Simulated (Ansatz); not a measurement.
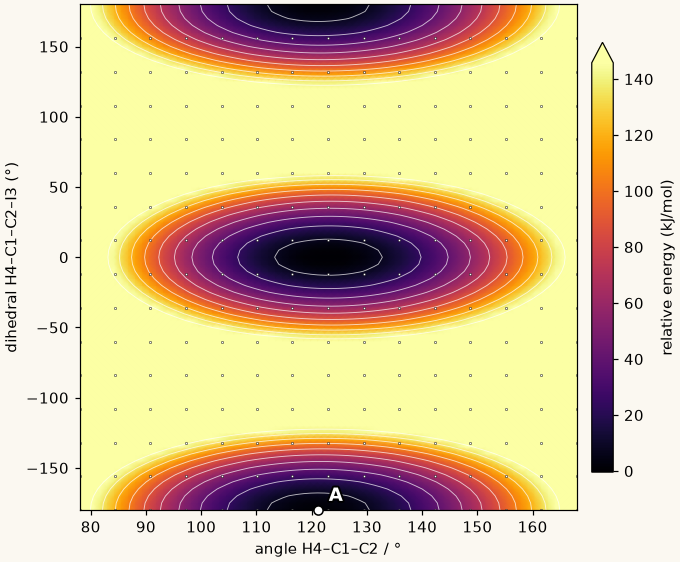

C2H3I, SMILES C=CI. First axis: angle H4–C1–C2. Second axis: dihedral H4–C1–C2–I3. Nothing is relaxed (all other coordinates rigid). The grid has 15 × 15 points; 120 points were computed and 105 follow by symmetry. Energies are in kJ/mol, from the relaxed molecule at the same level. The dihedral twists a double bond; near 90° a spin-restricted reference is unreliable. Method: RKS B3LYP-D4/def2-TZVP (Ansatz).

In the figure: a smooth colour map with a few white contour lines, dots at the grid points, one colour for all values above the top of the scale, the well A. Between grid points the surface is interpolated.

Where is the minimum, and how stiff is the well along each coordinate? Take the well at A.

The interpolated minimum is at angle H4–C1–C2 ≈ 121.1°, dihedral H4–C1–C2–I3 ≈ −180°. The curvatures there are about 5.7 eV/rad² and 3.2 eV/rad², with a cross term of about 0 eV/rad². Round the minimum the two coordinates are nearly uncoupled. (1 eV is 96.5 kJ/mol.)
